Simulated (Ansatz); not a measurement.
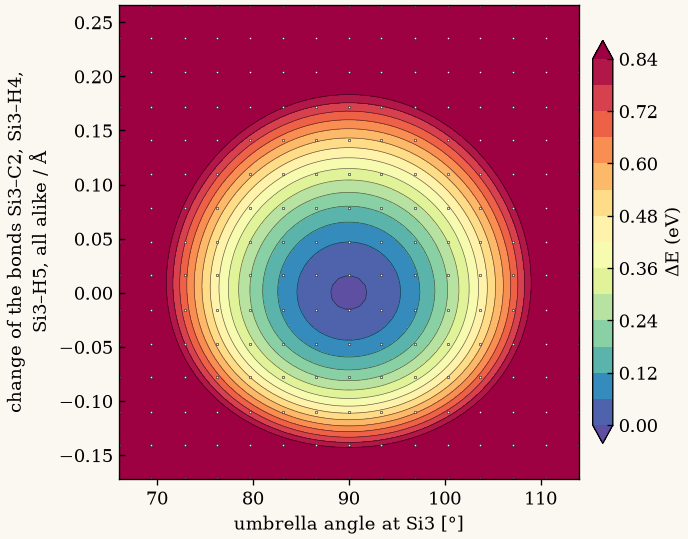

CH2NSi, SMILES N#C[SiH2+], charge +1. Coordinates scanned: (1) umbrella angle at Si3 (between each of its bonds and their common axis; 90 is planar); (2) change of the bonds Si3–C2, Si3–H4, Si3–H5, all alike. Nothing is relaxed (all other coordinates rigid). Grid: 15 × 15 points; 120 points were computed and 105 follow by symmetry. Points are written as (first, second). Energies are in eV, from the lowest grid point. Theory: RKS CAM-B3LYP-D4/def2-TZVP (Ansatz).

In the figure: filled contours, dots at the grid points, one colour for all values above the top of the scale. Between grid points the surface is interpolated.

**Where is the minimum, and how stiff is the well along each coordinate?**

The interpolated minimum is at the first coordinate ≈ 90.0°, the second coordinate ≈ 0.000 Å. The curvatures there are about 15 eV/rad² and 66 eV/Å², with a cross term of about 0 eV/(rad·Å). Round the minimum the two coordinates are nearly uncoupled.
